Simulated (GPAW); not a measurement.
# Cl/Pt(100): work function by functional and basis, part 2 of 2

Aim: the work function of both faces of Cl/Pt(100), and its spread over functionals and bases.

GPAW 26.7.0; GPAW, PAW setups; slab in vacuum, relaxation (the session's first sound run).

So far, upper work function (eV): step 2 (relaxation, PBE, GPAW) 5.99; step 3 (the slab's potential, PBE, GPAW) 5.99; step 4 (OptPBE vdW: xc = "optPBE-vdW", GPAW, PAW setups, GPAW) 6.25.

## Step 5: Self-consistent run: xc = "revPBE"

The same geometry under revPBE, to see how far the functional moves the levels against the vacuum.

File run.py:

```python
import json
import numpy as np
from ase import Atoms
from gpaw import GPAW, PW

slab = Atoms(
    ['Pt', 'Pt', 'Pt', 'Pt', 'Cl'],
    positions=[
        [1.38593, 1.38593, 9.00000],
        [0.00000, 0.00000, 10.96000],
        [1.38593, 1.38593, 12.96317],
        [-0.00000, 0.00000, 14.96099],
        [1.38593, 1.38593, 17.02843]],
    cell=[[2.77186, 0.0, 0.0], [0.0, 2.77186, 0.0], [0.0, 0.0, 25.43029]],
    pbc=[True, True, False])

slab.calc = GPAW(mode=PW(400), xc='revPBE', kpts={'size': (11, 11, 1), 'gamma': True},
                 occupations={'name': 'fermi-dirac', 'width': 0.1}, nbands='160%',
                 convergence={'density': 1e-05}, maxiter=200,
                 poissonsolver={'dipolelayer': 'xy'},
                 symmetry={'tolerance': 1e-3}, txt='slab.txt')
result = {}
energy = slab.get_potential_energy()
fermi = slab.calc.get_fermi_level()
v = slab.calc.get_electrostatic_potential().mean((0, 1)) - fermi
n = slab.calc.get_pseudo_density().mean((0, 1))
L = slab.cell[2, 2]
z = np.arange(len(v)) * L / len(v)
low, high = slab.positions[:, 2].min(), slab.positions[:, 2].max()
below, above = np.interp([low - 6.8, high + 6.8], z, v)
slopes = [np.interp(x, z, np.gradient(v, z)) for x in (low - 6.8, high + 6.8)]
eps = np.array([[slab.calc.get_eigenvalues(k, s) for k in range(len(slab.calc.get_ibz_k_points()))]
                for s in range(slab.calc.get_number_of_spins())]) - fermi
top, bottom = eps[eps < 0].max(), eps[eps > 0].min()
dipole = slab.get_dipole_moment()[2]
print(f'energy {energy:.4f} eV, Fermi level {fermi:.4f} eV, dipole {dipole:.5f} e A')
print(f'potential 6.8 A off the faces, from the Fermi level: lower {below:.4f} eV, upper {above:.4f} eV')
print(f'slope of the potential there: lower {slopes[0]:.5f}, upper {slopes[1]:.5f} eV/A')
print(f'nearest levels on the mesh: {top:.4f} and {bottom:.4f} eV')
print('magnetic moment', round(slab.get_magnetic_moment(), 3))
result.update(energy=energy, fermi=fermi, dipole=dipole, below=below, above=above, slopes=slopes, edges=[top, bottom],
              z=z.tolist(), v=v.tolist(), n=n.tolist(), positions=slab.positions.tolist(),
              forces=slab.get_forces(apply_constraint=False).tolist(), moments=slab.get_magnetic_moments().tolist())
json.dump(result, open('result.json', 'w'))
```

The run is started by

```sh
$ OMP_NUM_THREADS=1 OPENBLAS_NUM_THREADS=1 python run.py
```

Output:

```text
energy -23.1462 eV, Fermi level 0.8063 eV, dipole -0.01694 e A
potential 6.8 A off the faces, from the Fermi level: lower 5.4964 eV, upper 5.8974 eV
slope of the potential there: lower -0.00002, upper 0.00010 eV/A
nearest levels on the mesh: -0.0105 and 0.0110 eV
magnetic moment 0.0
```

It took 2.9 min on 1 thread of Arm Neoverse V1, shared host; peak memory 0.25 GiB.

This step gave:

```
dipole along the normal                    : -0.01694 e·Å
levels nearest the Fermi level on the mesh : -0.01051, 0.01099 eV from the Fermi level
upper work function                        : 5.897 eV
lower work function                        : 5.496 eV
```

The upper face's work function is 5.897 eV, against 5.994 eV in the first plane-wave PBE run at this geometry.

## Step 6: Self-consistent run: xc = "vdW-DF2"

The same geometry under vdW-DF2, to see how far the functional moves the levels against the vacuum (the van der Waals functionals take revPBE setups).

run.py: that of step 5 with these lines changed.

```diff
@@ -16,3 +16,3 @@
 
-slab.calc = GPAW(mode=PW(400), xc='revPBE', kpts={'size': (11, 11, 1), 'gamma': True},
+slab.calc = GPAW(mode=PW(400), xc='vdW-DF2', kpts={'size': (11, 11, 1), 'gamma': True},
                  occupations={'name': 'fermi-dirac', 'width': 0.1}, nbands='160%',
```

Output:

```text
energy -685.7372 eV, Fermi level 0.5620 eV, dipole -0.02244 e A
potential 6.8 A off the faces, from the Fermi level: lower 5.9324 eV, upper 6.4632 eV
slope of the potential there: lower -0.00006, upper 0.00015 eV/A
nearest levels on the mesh: -0.0177 and 0.0287 eV
magnetic moment 0.0
```

Wall time 7.5 min (1 thread); peak memory 0.37 GiB.

Numbers from this step:

```
dipole along the normal                    : -0.02244 e·Å
levels nearest the Fermi level on the mesh : -0.01773, 0.02866 eV from the Fermi level
upper work function                        : 6.463 eV
lower work function                        : 5.932 eV
```

The electrostatic potential energy of an electron (without an applied field's), less the Fermi level, planar mean oscillates, so the rows of the table below give means over windows of 2.01 Å about each position, cut where the curve ends. Its maxima inside the range that stand out by 2 % of the span (Å: eV): 10.0: -2.91, 12.0: -2.68, 14.0: -2.54, 16.1: 0.175. Its minima: 9.0: -22.6, 10.9: -22.9, 12.9: -23.0, 14.9: -22.7, 17.1: -20.9.

The electrostatic potential energy of an electron (without an applied field's), less the Fermi level, planar mean by z; means over each step:

| z (Å) | electrostatic potential energy of an electron (without an applied field's), less the Fermi level, planar mean (eV) |
| --- | --- |
| 1.00 | 5.96 |
| 3.01 | 5.93 |
| 5.02 | 5.93 |
| 7.03 | 5.02 |
| 9.04 | -11.2 |
| 11.05 | -12.0 |
| 13.06 | -12.0 |
| 15.07 | -11.3 |
| 17.08 | -6.77 |
| 19.09 | 6.20 |
| 21.10 | 6.46 |
| 23.11 | 6.46 |
| 25.12 | 6.44 |

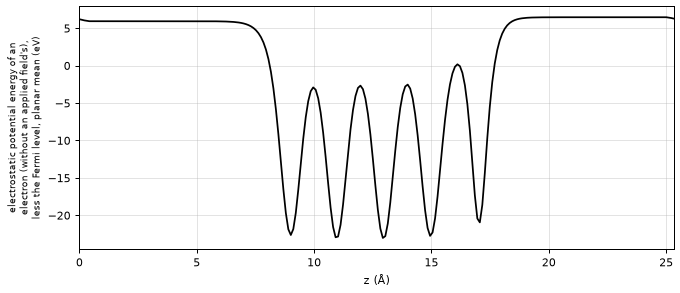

Electrostatic potential energy of an electron (without an applied field's), less the Fermi level, planar mean against z.

The upper face's work function is 6.463 eV, against 5.994 eV in the first plane-wave PBE run at this geometry.

## Step 7: Self-consistent run: xc = "LDA"

The same geometry under LDA, to see how far the functional moves the levels against the vacuum.

run.py: that of step 6 with these lines changed.

```diff
@@ -16,3 +16,3 @@
 
-slab.calc = GPAW(mode=PW(400), xc='vdW-DF2', kpts={'size': (11, 11, 1), 'gamma': True},
+slab.calc = GPAW(mode=PW(400), xc='LDA', kpts={'size': (11, 11, 1), 'gamma': True},
                  occupations={'name': 'fermi-dirac', 'width': 0.1}, nbands='160%',
```

Output:

```text
energy -31.4632 eV, Fermi level 0.4025 eV, dipole -0.00871 e A
potential 6.8 A off the faces, from the Fermi level: lower 6.0187 eV, upper 6.2259 eV
slope of the potential there: lower -0.00002, upper 0.00009 eV/A
nearest levels on the mesh: -0.0006 and 0.0354 eV
magnetic moment 0.0
```

The job ended after 2.4 min (1 thread; peak memory 0.25 GiB).

This step gave:

```
dipole along the normal                    : -0.008708 e·Å
levels nearest the Fermi level on the mesh : -5.52e-4, 0.03543 eV from the Fermi level
upper work function                        : 6.226 eV
lower work function                        : 6.019 eV
```

The electrostatic potential energy of an electron (without an applied field's), less the Fermi level, planar mean oscillates, so the rows of the table below give means over windows of 2.01 Å about each position, cut where the curve ends. Its maxima inside the range that stand out by 2 % of the span (Å: eV): 10.0: -2.13, 12.0: -1.91, 14.0: -1.78, 16.1: 0.664. Its minima: 9.0: -22.2, 10.9: -22.5, 12.9: -22.6, 14.9: -22.3, 17.1: -21.0.

Table of electrostatic potential energy of an electron (without an applied field's), less the Fermi level, planar mean by z; means over each step:

| z (Å) | electrostatic potential energy of an electron (without an applied field's), less the Fermi level, planar mean (eV) |
| --- | --- |
| 1.00 | 6.03 |
| 3.01 | 6.02 |
| 5.02 | 6.02 |
| 7.03 | 5.22 |
| 9.04 | -10.6 |
| 11.05 | -11.4 |
| 13.06 | -11.4 |
| 15.07 | -10.8 |
| 17.08 | -6.73 |
| 19.09 | 5.98 |
| 21.10 | 6.23 |
| 23.11 | 6.23 |
| 25.12 | 6.22 |

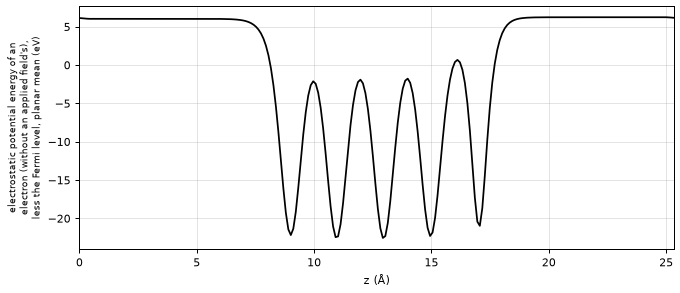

Electrostatic potential energy of an electron (without an applied field's), less the Fermi level, planar mean against z.

The upper face's work function is 6.226 eV, against 5.994 eV in the first plane-wave PBE run at this geometry.

## Step 8: Self-consistent run: xc = "RPBE"

The same geometry under RPBE, to see how far the functional moves the levels against the vacuum.

run.py: that of step 7 with these lines changed.

```diff
@@ -16,3 +16,3 @@
 
-slab.calc = GPAW(mode=PW(400), xc='LDA', kpts={'size': (11, 11, 1), 'gamma': True},
+slab.calc = GPAW(mode=PW(400), xc='RPBE', kpts={'size': (11, 11, 1), 'gamma': True},
                  occupations={'name': 'fermi-dirac', 'width': 0.1}, nbands='160%',
```

Output:

```text
energy -22.6529 eV, Fermi level 0.8208 eV, dipole -0.01794 e A
potential 6.8 A off the faces, from the Fermi level: lower 5.4767 eV, upper 5.9013 eV
slope of the potential there: lower -0.00003, upper 0.00010 eV/A
nearest levels on the mesh: -0.0116 and 0.0117 eV
magnetic moment 0.0
```

The job ended after 2.7 min (1 thread; peak memory 0.25 GiB).

Numbers from this step:

```yaml
dipole_along_the_normal: -0.01794 e·Å
levels_nearest_the_fermi_level_on_the_mesh: -0.01156, 0.01175 eV from the Fermi level
upper_work_function: 5.901 eV
lower_work_function: 5.477 eV
```

The upper face's work function is 5.901 eV, against 5.994 eV in the first plane-wave PBE run at this geometry.

## Step 9: Real-space grid: mode = "fd"

A real-space grid is a second complete basis, so it checks the plane-wave result.

run.py: that of step 8 with these lines changed.

```diff
@@ -3,3 +3,3 @@
 from ase import Atoms
-from gpaw import GPAW, PW
+from gpaw import GPAW
 
@@ -16,3 +16,3 @@
 
-slab.calc = GPAW(mode=PW(400), xc='RPBE', kpts={'size': (11, 11, 1), 'gamma': True},
+slab.calc = GPAW(mode='fd', h=0.18, xc='PBE', kpts={'size': (11, 11, 1), 'gamma': True},
                  occupations={'name': 'fermi-dirac', 'width': 0.1}, nbands='160%',
```

Output:

```text
energy -25.6695 eV, Fermi level -5.8150 eV, dipole -0.01504 e A
potential 6.8 A off the faces, from the Fermi level: lower 5.6379 eV, upper 5.9921 eV
slope of the potential there: lower -0.00000, upper 0.00000 eV/A
nearest levels on the mesh: -0.0069 and 0.0091 eV
magnetic moment 0.0
```

Run time: 14 min. Hardware: 1 thread; peak memory 1.2 GiB.

This step gave:

```
dipole along the normal                    : -0.01504 e·Å
levels nearest the Fermi level on the mesh : -0.006877, 0.009078 eV from the Fermi level
upper work function                        : 5.992 eV
lower work function                        : 5.638 eV
```

The electrostatic potential energy of an electron (without an applied field's), less the Fermi level, planar mean oscillates, so the rows of the table below give means over windows of 2 Å about each position, cut where the curve ends. Its maxima inside the range that stand out by 2 % of the span (Å: eV): 10.0: -2.53, 12.0: -2.32, 14.0: -2.17, 16.1: 0.331. Its minima: 9.0: -22.5, 11.0: -22.8, 13.0: -22.9, 15.0: -22.6, 17.0: -21.1.

Electrostatic potential energy of an electron (without an applied field's), less the Fermi level, planar mean against z; means over each step:

| z (Å) | electrostatic potential energy of an electron (without an applied field's), less the Fermi level, planar mean (eV) |
| --- | --- |
| 1.00 | 5.64 |
| 3.00 | 5.64 |
| 5.00 | 5.64 |
| 7.00 | 4.92 |
| 9.00 | -10.9 |
| 11.00 | -11.8 |
| 13.00 | -11.7 |
| 15.00 | -11.3 |
| 17.00 | -7.13 |
| 19.00 | 5.67 |
| 21.00 | 5.99 |
| 23.00 | 5.99 |
| 25.00 | 5.99 |

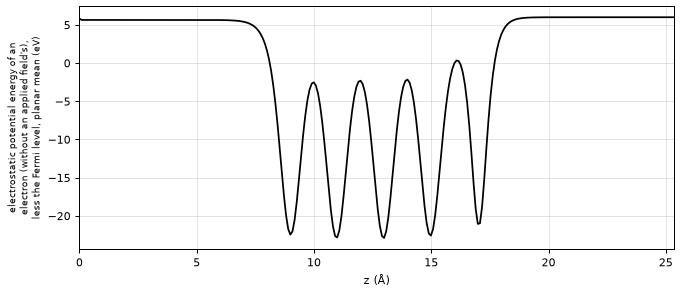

Electrostatic potential energy of an electron (without an applied field's), less the Fermi level, planar mean against z.

The upper face's work function is 5.992 eV, against 5.994 eV in the first plane-wave PBE run at this geometry.

## Step 10: Atomic orbitals: mode = "lcao"

Atom-centred orbitals end a few angstrom from the surface, which tests how much the density's tail matters.

run.py: that of step 9 with these lines changed.

```diff
@@ -16,4 +16,4 @@
 
-slab.calc = GPAW(mode='fd', h=0.18, xc='PBE', kpts={'size': (11, 11, 1), 'gamma': True},
-                 occupations={'name': 'fermi-dirac', 'width': 0.1}, nbands='160%',
+slab.calc = GPAW(mode='lcao', basis='dzp', h=0.18, xc='PBE', kpts={'size': (11, 11, 1), 'gamma': True},
+                 occupations={'name': 'fermi-dirac', 'width': 0.1}, nbands='120%',
                  convergence={'density': 1e-05}, maxiter=200,
```

Output:

```text
energy -23.3318 eV, Fermi level -5.8758 eV, dipole -0.01381 e A
potential 6.8 A off the faces, from the Fermi level: lower 5.7132 eV, upper 6.0384 eV
slope of the potential there: lower 0.00000, upper 0.00000 eV/A
nearest levels on the mesh: -0.0064 and 0.0079 eV
magnetic moment 0.0
```

It took 20 min on 1 thread; peak memory 0.4 GiB.

Numbers from this step:

| Item | Value |
| --- | --- |
| dipole along the normal | -0.01381 e·Å |
| levels nearest the Fermi level on the mesh | -0.006428, 0.007918 eV from the Fermi level |
| upper work function | 6.038 eV |
| lower work function | 5.713 eV |

The upper face's work function is 6.038 eV, against 5.994 eV in the first plane-wave PBE run at this geometry.

## Step 11: All levels side by side

Times are for 1 thread of Arm Neoverse V1, shared host. The runs compared:

| no. | run | upper work function (eV) | lower work function (eV) | time | memory (GiB) |
| --- | --- | --- | --- | --- | --- |
| 1 | pw | 5.994 | 5.638 | 2.7 min | 0.25 |
| 2 | optPBE vdW | 6.249 | 5.798 | 2.4 min | 0.37 |
| 3 | revPBE | 5.897 | 5.496 | 2.9 min | 0.25 |
| 4 | vdW DF2 | 6.463 | 5.932 | 7.5 min | 0.37 |
| 5 | LDA | 6.226 | 6.019 | 2.4 min | 0.25 |
| 6 | RPBE | 5.901 | 5.477 | 2.7 min | 0.25 |
| 7 | fd | 5.992 | 5.638 | 14 min | 1.2 |
| 8 | lcao | 6.038 | 5.713 | 20 min | 0.4 |

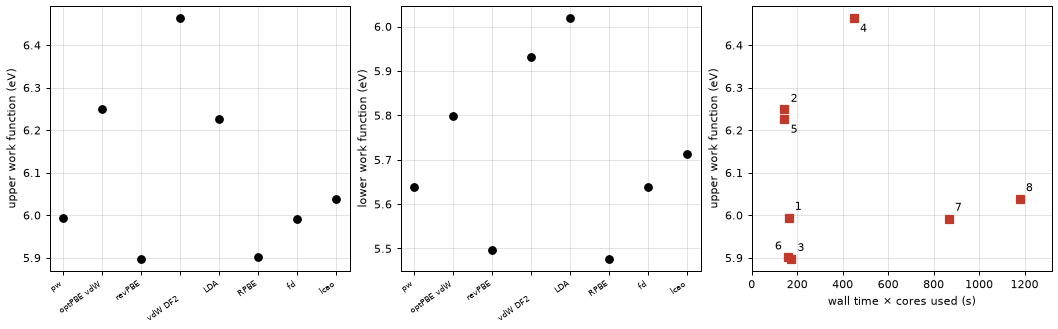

The series as plots; the last panel sets the first result against cost, with the runs numbered as in the table.

## Step 12: Side by side

Results and costs are gathered.

This step: comparison of work functions, dipole and cost (GPAW 26.7.0).

Ladder, by row:

| step | code | work function, upper (eV) | work function, lower (eV) | dipole (e Å) | wall time (s) | peak memory (GiB) | threads |
| --- | --- | --- | --- | --- | --- | --- | --- |
| pw | GPAW | 5.994 | 5.638 | -0.01502 | 161.8 | 0.25 | 1 |
| optPBE-vdW | GPAW | 6.249 | 5.798 | -0.01904 | 143.5 | 0.37 | 1 |
| revPBE | GPAW | 5.897 | 5.496 | -0.01694 | 173.4 | 0.25 | 1 |
| vdW-DF2 | GPAW | 6.463 | 5.932 | -0.02244 | 448.9 | 0.37 | 1 |
| LDA | GPAW | 6.226 | 6.019 | -0.008708 | 143.6 | 0.25 | 1 |
| RPBE | GPAW | 5.901 | 5.477 | -0.01794 | 160 | 0.25 | 1 |
| fd | GPAW | 5.992 | 5.638 | -0.01504 | 865.8 | 1.16 | 1 |
| lcao | GPAW | 6.038 | 5.713 | -0.01381 | 1178 | 0.4 | 1 |

## Step 13: A changed run

One more run, with changed settings.

This step: GPAW, PAW setups; slab in vacuum (GPAW 26.7.0).

run.py: that of step 10 with these lines changed.

```diff
@@ -3,3 +3,3 @@
 from ase import Atoms
-from gpaw import GPAW
+from gpaw import GPAW, PW
 
@@ -16,5 +16,5 @@
 
-slab.calc = GPAW(mode='lcao', basis='dzp', h=0.18, xc='PBE', kpts={'size': (11, 11, 1), 'gamma': True},
-                 occupations={'name': 'fermi-dirac', 'width': 0.1}, nbands='120%',
-                 convergence={'density': 1e-05}, maxiter=200,
+slab.calc = GPAW(mode=PW(400), xc='PBE', kpts={'size': (11, 11, 1), 'gamma': True},
+                 occupations={'name': 'fermi-dirac', 'width': 0.1}, nbands='160%',
+                 convergence={'density': 1e-05}, maxiter=100,
                  poissonsolver={'dipolelayer': 'xy'},
@@ -29,4 +29,4 @@
 low, high = slab.positions[:, 2].min(), slab.positions[:, 2].max()
-below, above = np.interp([low - 6.8, high + 6.8], z, v)
-slopes = [np.interp(x, z, np.gradient(v, z)) for x in (low - 6.8, high + 6.8)]
+below, above = np.interp([low - 1.0, high + 1.0], z, v)
+slopes = [np.interp(x, z, np.gradient(v, z)) for x in (low - 1.0, high + 1.0)]
 eps = np.array([[slab.calc.get_eigenvalues(k, s) for k in range(len(slab.calc.get_ibz_k_points()))]
@@ -36,3 +36,3 @@
 print(f'energy {energy:.4f} eV, Fermi level {fermi:.4f} eV, dipole {dipole:.5f} e A')
-print(f'potential 6.8 A off the faces, from the Fermi level: lower {below:.4f} eV, upper {above:.4f} eV')
+print(f'potential 1.0 A off the faces, from the Fermi level: lower {below:.4f} eV, upper {above:.4f} eV')
 print(f'slope of the potential there: lower {slopes[0]:.5f}, upper {slopes[1]:.5f} eV/A')
```

Output:

```text
energy -25.4647 eV, Fermi level 0.7130 eV, dipole -0.01502 e A
potential 1.0 A off the faces, from the Fermi level: lower 1.5281 eV, upper 4.0358 eV
slope of the potential there: lower -11.99067, upper 6.83306 eV/A
nearest levels on the mesh: -0.0079 and 0.0091 eV
magnetic moment 0.0
```

Wall time 2.6 min (1 thread); peak memory 0.25 GiB.

The run finished. A setting was moved off its sound value on purpose, so it serves as a test and not as the result.

The fault put into the input: the potential probed 1 A off the face (probe = 1.0).

## Step 14: Results

- work function, upper and lower face: 5.994 and 5.638 eV
- dipole along the normal: -0.0150 e Å

In words: With plane waves and PBE the work function is 5.99 eV on the upper face and 5.64 eV on the lower. The two faces differ by 0.36 eV, the step that the slab's dipole makes (e p/(ε0 A) gives 0.35 eV), so the dipole layer is needed. Over the sound runs of the table the upper face's work function spans 5.897 (revPBE) to 6.463 eV (vdW-DF2). The cell of 7.68 Å² holds one Cl, started on one chosen site; other sites and coverages weren't tried. The in-plane lattice was kept as typed, which isn't the functional's own and leaves some strain; spin-orbit coupling and temperature are left out.

[Logs are printed without paths, hosts, clocks, repeated set-up lines and the standing remarks that a program may print on its own settings, such as how far it seeks lower states.]

[Hosts, paths, dates, database ids (printed as entryN), source tags and the programs' standing remarks are cut or masked in the printed files.]
